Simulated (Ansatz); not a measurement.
## Site preference of Cl in place of S in SiC(10-10)/MgS(100) interface (76 atoms)

At which site of SiC(10-10)/MgS(100) interface (76 atoms) does Cl in place of S cost least, and what about the site decides it?

Calculated with Ansatz 0.2.0; Kohn-Sham DFT, PBE, PAW (set soft_2), plane waves.

## Step 1: Starting point

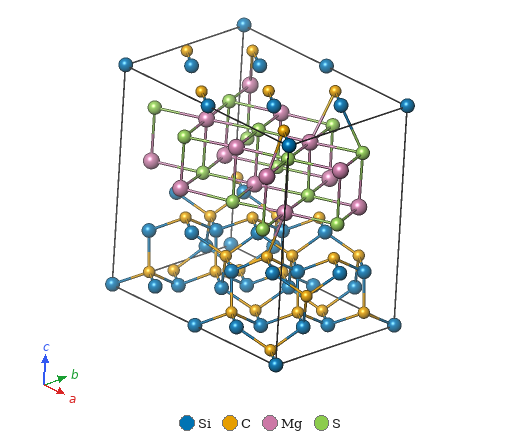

Start, viewed from the side, with the c axis up; silicon blue, carbon orange, magnesium pink, sulfur green. Bonds to atoms that aren't drawn are left out. Some periodic images of atoms are drawn too.

The cell holds 76 atoms: 24 Si, 24 C, 14 Mg and 14 S. Cell: a = 11.823 Å, b = 7.958 Å, c = 10.748 Å, α = 90.0°, β = 90.0°, γ = 98.0°. It derives from SiC and MgS. Wurtzite SiC(10-10), 2 repeat layers, 6 surface cells, strained -0.00 and +0.00 %; rock-salt MgS(100), 2 layers, 7 cells, +1.68 and -3.21 %; outer planes 2.43 Å apart and 2.15 Å at the second interface of the periodic stack; not relaxed, displaced by a Gaussian of 0.02 Å. Regions: SiC, 48 atoms (24 Si and 24 C); MgS, 28 atoms (14 Mg and 14 S).

## Step 2: Single point at the start

A single point comes first, to see the forces before anything moves.

input.yaml

```yaml
crystal:
  lattice:
    - [11.8227, 0.0, 0.0]
    - [-1.10952, 7.88027, 0.0]
    - [0.0, 0.0, 10.74772]
  atoms:
    - { symbol: Si, position: [0.66589, 0.33604, 0.99843] }
    - { symbol: C, position: [0.7937, 0.46316, 0.08219] }
    - { symbol: Si, position: [0.9169, 0.33836, 0.08399] }
    - { symbol: C, position: [0.87493, 0.13036, 4.0e-05] }
    - { symbol: Si, position: [0.75322, 0.49907, 0.24663] }
    - { symbol: C, position: [0.70844, 0.29309, 0.33509] }
    - { symbol: Si, position: [0.83559, 0.1648, 0.33062] }
    - { symbol: C, position: [0.95773, 0.29252, 0.24775] }
    - { symbol: Si, position: [0.16502, 0.33146, 0.9981] }
    - { symbol: C, position: [0.29277, 0.45962, 0.08494] }
    - { symbol: Si, position: [0.41843, 0.3378, 0.07899] }
    - { symbol: C, position: [0.37568, 0.12489, 0.99625] }
    - { symbol: Si, position: [0.25142, 0.50328, 0.24918] }
    - { symbol: C, position: [0.20933, 0.29365, 0.33007] }
    - { symbol: Si, position: [0.33602, 0.17126, 0.32973] }
    - { symbol: C, position: [0.4602, 0.2968, 0.24687] }
    - { symbol: Si, position: [0.50335, 0.00407, 0.99962] }
    - { symbol: C, position: [0.62935, 0.13007, 0.08277] }
    - { symbol: Si, position: [0.75258, 0.00149, 0.08413] }
    - { symbol: C, position: [0.70965, 0.79391, 0.99921] }
    - { symbol: Si, position: [0.58621, 0.17144, 0.24612] }
    - { symbol: C, position: [0.5427, 0.96309, 0.33089] }
    - { symbol: Si, position: [0.66816, 0.83917, 0.33377] }
    - { symbol: C, position: [0.79179, 0.96245, 0.24986] }
    - { symbol: Si, position: [0.99967, 0.00297, 0.00174] }
    - { symbol: C, position: [0.12833, 0.12561, 0.08285] }
    - { symbol: Si, position: [0.25289, 0.00489, 0.08513] }
    - { symbol: C, position: [0.2075, 0.78804, 0.99966] }
    - { symbol: Si, position: [0.0826, 0.16906, 0.24701] }
    - { symbol: C, position: [0.04533, 0.95647, 0.33121] }
    - { symbol: Si, position: [0.16992, 0.83974, 0.33261] }
    - { symbol: C, position: [0.29353, 0.96144, 0.2473] }
    - { symbol: Si, position: [0.33594, 0.67225, 0.99978] }
    - { symbol: C, position: [0.46226, 0.79064, 0.08313] }
    - { symbol: Si, position: [0.58585, 0.67243, 0.08237] }
    - { symbol: C, position: [0.54256, 0.46161, 0.99908] }
    - { symbol: Si, position: [0.41666, 0.83531, 0.24734] }
    - { symbol: C, position: [0.37768, 0.62701, 0.33048] }
    - { symbol: Si, position: [0.50231, 0.50128, 0.3303] }
    - { symbol: C, position: [0.62744, 0.62628, 0.24978] }
    - { symbol: Si, position: [0.83391, 0.67076, 0.00244] }
    - { symbol: C, position: [0.95978, 0.79223, 0.08227] }
    - { symbol: Si, position: [0.08465, 0.6653, 0.08731] }
    - { symbol: C, position: [0.04356, 0.45922, 0.99867] }
    - { symbol: Si, position: [0.91716, 0.83523, 0.24527] }
    - { symbol: C, position: [0.87665, 0.62522, 0.3307] }
    - { symbol: Si, position: [0.00185, 0.5038, 0.32959] }
    - { symbol: C, position: [0.12753, 0.62475, 0.24637] }
    - { symbol: Mg, position: [0.49367, 0.46175, 0.55664] }
    - { symbol: S, position: [0.42179, 0.75042, 0.55606] }
    - { symbol: Mg, position: [0.4248, 0.75192, 0.80309] }
    - { symbol: S, position: [0.20931, 0.61117, 0.80263] }
    - { symbol: Mg, position: [0.20608, 0.60626, 0.55561] }
    - { symbol: S, position: [0.13648, 0.89124, 0.55499] }
    - { symbol: Mg, position: [0.13565, 0.88917, 0.79911] }
    - { symbol: S, position: [0.92296, 0.75357, 0.80382] }
    - { symbol: Mg, position: [0.92204, 0.74879, 0.55774] }
    - { symbol: S, position: [0.85136, 0.03514, 0.55933] }
    - { symbol: Mg, position: [0.85139, 0.04312, 0.79899] }
    - { symbol: S, position: [0.6366, 0.89575, 0.79861] }
    - { symbol: Mg, position: [0.63805, 0.89496, 0.55695] }
    - { symbol: S, position: [0.56481, 0.17809, 0.55388] }
    - { symbol: Mg, position: [0.56357, 0.18249, 0.80102] }
    - { symbol: S, position: [0.35117, 0.03664, 0.79717] }
    - { symbol: Mg, position: [0.34647, 0.03724, 0.56007] }
    - { symbol: S, position: [0.27654, 0.32342, 0.55349] }
    - { symbol: Mg, position: [0.28051, 0.32134, 0.80021] }
    - { symbol: S, position: [0.06538, 0.18049, 0.79865] }
    - { symbol: Mg, position: [0.06456, 0.17988, 0.55561] }
    - { symbol: S, position: [0.99297, 0.46908, 0.55609] }
    - { symbol: Mg, position: [0.9944, 0.4661, 0.80178] }
    - { symbol: S, position: [0.77828, 0.32284, 0.80124] }
    - { symbol: Mg, position: [0.77733, 0.32466, 0.55566] }
    - { symbol: S, position: [0.7121, 0.61033, 0.55793] }
    - { symbol: Mg, position: [0.70791, 0.60524, 0.80007] }
    - { symbol: S, position: [0.49145, 0.46972, 0.80153] }
kpoints:
  mp_grid: { grid: [1, 2, 1] }
hamiltonian:
  xc: pbe
scf:
  occupations: { method: gaussian, width: 0.05 }
output:
  forces: true
```

Launch:

```
> ansatz run input.yaml --threads 4 --pin off --max-ram 8192MiB --backend cpu --events-out ev --progress --plain --runs-dir out
```

Numbers of over 12 decimals in the logs are rounded to 6 here.

The program printed:

```text
Engine: ansatz 0.2.0, aarch64-unknown-linux-gnu
Pseudopotentials: kind: paw
Pseudopotential: Si, paw, valence charge 4, recommended cutoff 420 eV (normal), Si.paw.azcp
Pseudopotential: C, paw, valence charge 4, recommended cutoff 420 eV (normal), C.paw.azcp
Pseudopotential: Mg, paw, valence charge 10, recommended cutoff 420 eV (normal), Mg.paw.azcp
Pseudopotential: S, paw, valence charge 6, recommended cutoff 420 eV (normal), S.paw.azcp
[... 5 lines on functional and potentials left out ...]
Crystal: 76 atoms, lattice volume = 1001.323 Å³
Basis set: ecut = 420 eV, 19535 PW (Γ), exchange–correlation on 160×108×144 points (8 copies of the dense FFT grid, shifted against one another)
Bands: 284, of which v1, the nominal top of the filled ones, is band 208 counted from 1 (207 counted from 0)
Symmetry: 1 space group operations
Space group: P1 (ITA 1), of the structure as read, at distance tolerance 1.0e-4 Å
k-points: 2
[... 9 lines on functional and potentials left out ...]
Initial density: superposition of atomic densities (neutral atoms: chi_scale 0, normalization atom), corrected by the library's trained network
Initial wavefunctions: pseudopotential atomic-orbital guess
Functional: x = pbe(κ = 0.804, μ = 0.219515), c = pbe(β = 0.066725)
SCF iter   1: F=—  HF=-60851.412092 eV  |F-HF|=—  |Δ(HF+E_count)|=         —  Δρ=6.63e-3  dr2=1.52e0  ethr=1.77e-3  ⟨swp⟩=6.5  Hψ=2554  notcnv=0  defer=82
preconditioner: auto → Kerker (q_TF=auto, 2.357 Å⁻¹)  [metal: Δε(μ)=0.031 eV  Ē_g=10.399 eV  σ=0.050 eV  W_gap=0.34  n_scr=204 (ndim 8)  ℏωp=20.5 eV  f_vac=0.000  D(μ)=23.10/eV (n_scr^D=148)]
SCF iter   2: F=—  HF=-60851.305248 eV  |F-HF|=—  |Δ(HF+E_count)|=   1.07e-1  Δρ=3.29e-3  dr2=5.06e-1  ethr=3.66e-4  ⟨swp⟩=1.0  Hψ=654  notcnv=0  defer=112
SCF iter   3: F=—  HF=-60851.260249 eV  |F-HF|=—  |Δ(HF+E_count)|=   4.50e-2  Δρ=1.02e-3  dr2=7.95e-2  ethr=1.22e-4  ⟨swp⟩=2.0  Hψ=437  notcnv=0  defer=115
SCF iter   4: F=—  HF=-60851.252417 eV  |F-HF|=—  |Δ(HF+E_count)|=   7.83e-3  Δρ=4.59e-4  dr2=1.77e-2  ethr=1.91e-5  ⟨swp⟩=2.0  Hψ=448  notcnv=0  defer=115
SCF iter   5: F=—  HF=-60851.250504 eV  |F-HF|=—  |Δ(HF+E_count)|=   1.91e-3  Δρ=2.10e-4  dr2=3.30e-3  ethr=4.26e-6  ⟨swp⟩=2.0  Hψ=456  notcnv=0  defer=115
SCF iter   6: F=—  HF=-60851.250155 eV  |F-HF|=—  |Δ(HF+E_count)|=   3.50e-4  Δρ=9.84e-5  dr2=3.71e-4  ethr=7.94e-7  ⟨swp⟩=2.0  Hψ=468  notcnv=0  defer=115
SCF iter   7: F=—  HF=-60851.250154 eV  |F-HF|=—  |Δ(HF+E_count)|=   6.90e-7  Δρ=4.34e-5  dr2=9.93e-5  ethr=8.91e-8  ⟨swp⟩=3.0  Hψ=860  notcnv=0  defer=115
SCF iter   8: F=—  HF=-60851.251760 eV  |F-HF|=—  |Δ(HF+E_count)|=   1.61e-3  Δρ=1.46e-5  dr2=1.23e-5  ethr=2.39e-8  ⟨swp⟩=2.0  Hψ=911  notcnv=0  defer=136
SCF iter   9: F=—  HF=-60851.251759 eV  |F-HF|=—  |Δ(HF+E_count)|=   1.50e-6  Δρ=5.53e-6  dr2=1.97e-6  ethr=2.96e-9  ⟨swp⟩=2.0  Hψ=528  notcnv=0  defer=136
SCF iter  10: F=—  HF=-60851.251758 eV  |F-HF|=—  |Δ(HF+E_count)|=   2.55e-7  Δρ=2.44e-6  dr2=3.21e-7  ethr=4.72e-10  ⟨swp⟩=2.0  Hψ=821  notcnv=0  defer=136
SCF iter  11: F=-60851.251758 eV  HF=-60851.251758 eV  |F-HF|=5.22e-8  |Δ(HF+E_count)|=   3.64e-8  Δρ=9.27e-7  dr2=5.88e-8  ethr=2.40e-11  ⟨swp⟩=4.0  Hψ=1433  notcnv=0
SCF 1 converged in 11 iterations: F = -60851.251758 eV  dr2 = 5.88e-8
  greatest PAW one-centre occupation: 1.000 electrons in one spin orbital (limit 2), on the Mg atom at site 50 (counted from 0), in its partial waves of l = 0
SCF converged after 11 iterations
Free energy (F): -60851.251758 eV
Harris-Foulkes:  -60851.251758 eV  (|F-HF|=5.22e-8)
Internal energy: -60851.210015 eV  (E = F + TS)
E sigma→0 (E₀):  -60851.230887 eV
Entropy (-TS):   -0.041743 eV (-0.549 meV/atom)
Fermi energy:    9.035832 eV
--- Per-component energies (eV) ---
  E_band       = -3919.674636
  E_kinetic    = 5790.137694
  E_local      = -26962.817783  (includes V_loc(G=0)·N_el)
  E_nonlocal   = 2982.231908
  E_hartree    = 9659.538715
  E_xc         = -4297.779733
  E_vxc        = -4373.272742  (∫ρ·V_xc dr)
  E_paw        = -27181.135919  (= ΣΔE_a)
  E_vpaw       = -675.040031  (= ΣTr[D̂ρ^β])
  E_aug_tail   = 0.000292  (compensation charges beyond the density's cutoff)
  E_ewald      = -20841.385190
  E_smearing   = -0.041743  (= −TS)
  E_closure    = -0.000000  (closes the sum)
  Σ components = -60851.251758   (vs F -60851.251758, Δ=0.00e0)
--- Forces (eV/Å), atoms counted from 1 ---
  atom   1  Si     1.31721420     0.43691163     1.99320914
  atom   2  C     -0.71605801    -0.63604130    -1.57024410
  atom   3  Si     0.92641937    -0.46953318    -1.99978691
  atom   4  C      0.58016052    -1.72789424     0.99075267
  atom   5  Si     0.02547419     0.27430376     2.72067470
  atom   6  C      1.82641616    -0.29978552    -1.26126689
  atom   7  Si    -1.86670780     0.88948330    -1.39264668
  atom   8  C      0.70104865    -0.03645522     1.80557888
  atom   9  Si    -0.93297479     0.98336978     1.93688632
  atom  10  C      0.63422782     0.17913915    -1.63817160
  atom  11  Si    -0.73938075    -0.52792958    -0.02323404
  atom  12  C      1.03242925     0.39564291     1.14022812
  atom  13  Si     0.60150429    -0.57224939     1.58232191
  atom  14  C     -0.08283798    -0.37026733    -1.64244703
[...]
atom  75  Mg    -0.78027540     0.60262382    -1.35905124
  atom  76  S     -0.02960354    -0.41920549     0.96660248
  max |Σ_I F_I| component: 8.82e-5 eV/Å
```

The job ended after 13 s (4 threads of Arm Neoverse V1, shared host; peak memory 2.9 GiB).

The column dr2 measures how far the density is from self-consistency, as an energy; F and HF (Harris–Foulkes) agree once it is small.

The r.m.s. force at the start is 1.0 eV/Å.

## Step 3: Relaxation

With the cell held, the atoms are moved downhill towards a nearby minimum.

input.yaml

```yaml
crystal:
  lattice:
    - [11.8227, 0.0, 0.0]
    - [-1.10952, 7.88027, 0.0]
    - [0.0, 0.0, 10.74772]
  atoms:
    [... the 76 atom lines of step 2 ...]
kpoints:
  mp_grid: { grid: [1, 2, 1] }
hamiltonian:
  xc: pbe
scf:
  occupations: { method: gaussian, width: 0.05 }
output:
  forces: true
relax:
  f_tol: 0.05
  max_steps: 120
```

The program printed:

```text
[...]
Crystal: 76 atoms, lattice volume = 1001.323 Å³
Basis set: ecut = 420 eV, 19535 PW (Γ), exchange–correlation on 160×108×144 points (8 copies of the dense FFT grid, shifted against one another)
Bands: 284, of which v1, the nominal top of the filled ones, is band 208 counted from 1 (207 counted from 0)
Symmetry: 1 space group operations
[...]
k-points: 2
[...]
SCF iter   1: F=—  HF=-60851.412093 eV  |F-HF|=—  |Δ(HF+E_count)|=         —  Δρ=6.63e-3  dr2=1.52e0  ethr=1.77e-3  ⟨swp⟩=6.5  Hψ=2554  notcnv=0  defer=82
[...]
SCF iter   8: F=-60851.251750 eV  HF=-60851.251760 eV  |F-HF|=1.05e-5  |Δ(HF+E_count)|=   1.07e-5  Δρ=1.40e-5  dr2=1.23e-5  ethr=1.50e-8  ⟨swp⟩=3.0  Hψ=1405  notcnv=0
SCF 1 converged in 8 iterations: F = -60851.251750 eV  dr2 = 1.23e-5
[...]
relax step   1: F+E_penalty+E_count = -60851.25174977 eV  Δ(F+E_penalty+E_count) = +0.000e0 eV  max|allowed force component| = 2.917e0 eV/Å  Δτ_max = 0.0000 Å  (8 SCF iters, dr2 threshold 6.25e-5 eV, accepted)
[...]
relax step   2: F+E_penalty+E_count = -60858.61403684 eV  Δ(F+E_penalty+E_count) = -7.362e0 eV  max|allowed force component| = 1.813e0 eV/Å  Δτ_max = 0.1948 Å  (7 SCF iters, dr2 threshold 1.00e-4 eV, accepted)
[...]
relax step   3: F+E_penalty+E_count = -60861.88968603 eV  Δ(F+E_penalty+E_count) = -3.276e0 eV  max|allowed force component| = 1.720e0 eV/Å  Δτ_max = 0.1971 Å  (6 SCF iters, dr2 threshold 1.00e-4 eV, accepted)
relax step   4: F+E_penalty+E_count = -60863.09705042 eV  Δ(F+E_penalty+E_count) = -1.207e0 eV  max|allowed force component| = 9.893e-1 eV/Å  Δτ_max = 0.2000 Å  (6 SCF iters, dr2 threshold 1.00e-4 eV, accepted)
relax step   5: F+E_penalty+E_count = -60863.63812518 eV  Δ(F+E_penalty+E_count) = -5.411e-1 eV  max|allowed force component| = 1.348e0 eV/Å  Δτ_max = 0.1954 Å  (6 SCF iters, dr2 threshold 1.00e-4 eV, accepted)
relax step   6: F+E_penalty+E_count = -60863.67181937 eV  Δ(F+E_penalty+E_count) = -3.369e-2 eV  max|allowed force component| = 8.561e-1 eV/Å  Δτ_max = 0.2000 Å  (6 SCF iters, dr2 threshold 1.00e-4 eV, accepted)
relax step   7: F+E_penalty+E_count = -60863.70500816 eV  Δ(F+E_penalty+E_count) = -3.319e-2 eV  max|allowed force component| = 4.895e-1 eV/Å  Δτ_max = 0.2000 Å  (7 SCF iters, dr2 threshold 1.00e-4 eV, accepted)
relax step   8: F+E_penalty+E_count = -60863.91441915 eV  Δ(F+E_penalty+E_count) = -2.094e-1 eV  max|allowed force component| = 1.531e-1 eV/Å  Δτ_max = 0.1867 Å  (6 SCF iters, dr2 threshold 7.84e-5 eV, accepted)
relax step   9: F+E_penalty+E_count = -60863.92633266 eV  Δ(F+E_penalty+E_count) = -1.191e-2 eV  max|allowed force component| = 1.097e-1 eV/Å  Δτ_max = 0.0482 Å  (7 SCF iters, accepted)
relax step  10: F+E_penalty+E_count = -60863.86759976 eV  Δ(F+E_penalty+E_count) = +5.873e-2 eV  max|allowed force component| = 2.911e-1 eV/Å  Δτ_max = 0.1345 Å  (8 SCF iters, rejected (line search))
[...]
relax step  11: F+E_penalty+E_count = -60863.93601538 eV  Δ(F+E_penalty+E_count) = -9.683e-3 eV  max|allowed force component| = 2.373e-2 eV/Å  Δτ_max = 0.0326 Å  (8 SCF iters, accepted)
SCF converged after 8 iterations
Free energy (F): -60863.936015 eV
[...]
Internal energy: -60863.936015 eV  (E = F + TS)
E sigma→0 (E₀):  -60863.936015 eV
Entropy (-TS):   -0.000000 eV (-0.000 meV/atom)
Fermi energy:    9.196045 eV
[...]
--- Forces (eV/Å), atoms counted from 1 ---
  atom   1  Si     0.00113038    -0.00631725    -0.00432736
  atom   2  C      0.00071047     0.00389616     0.00592138
  atom   3  Si     0.00229995     0.00043767    -0.00649013
  atom   4  C     -0.00014624    -0.00314006     0.00985309
  atom   5  Si     0.00861872    -0.00306829     0.00124086
  atom   6  C      0.00128156     0.00148550     0.00866427
  atom   7  Si    -0.00465458     0.00465950    -0.01458744
  atom   8  C      0.00067524    -0.00586859     0.01240257
  atom   9  Si     0.02302994     0.00152094    -0.02372650
  atom  10  C     -0.00255344     0.00753357     0.00759421
  atom  11  Si    -0.00235559     0.00511932    -0.00771054
  atom  12  C     -0.00206587    -0.01702498    -0.02211965
  atom  13  Si    -0.00287707    -0.01556578    -0.01257022
  atom  14  C     -0.00612718    -0.00280471    -0.01719996
[...]
atom  75  Mg    -0.00677059     0.00246329     0.00482741
  atom  76  S      0.01946669     0.00193889     0.01204414
  max |Σ_I F_I| component: 3.87e-5 eV/Å
--- Relaxed structure (11 steps of the walk, 10 accepted, 0 SCFs on fresh bases) ---
  F+E_penalty+E_count = -60863.93601538 eV   max|allowed force component| = 2.373e-2 eV/Å
  atoms:
    - { symbol: Si, position: [0.677812, 0.339726, 1.006978] }
    - { symbol: C, position: [0.800540, 0.464031, 0.084334] }
    - { symbol: Si, position: [0.920992, 0.333374, 0.081097] }
    - { symbol: C, position: [0.879878, 0.122915, 0.00279999] }
[...]
- { symbol: S, position: [0.487441, 0.478875, 0.847614] }
```

Run time: 2 min. Hardware: 4 threads; peak memory 2.9 GiB; 7.7 min of CPU time.

The relaxation converged after 11 steps, 12.7 eV below its start, with a largest force component of 0.024 eV/Å.

(Part 1 of 3 ends here.)

[Logs are printed without paths, hosts, clocks, repeated set-up lines and the standing remarks that a program may print on its own settings, such as how far it seeks lower states.]

[Hosts, paths, dates, database ids (printed as entryN), source tags and the programs' standing remarks are cut or masked in the printed files.]
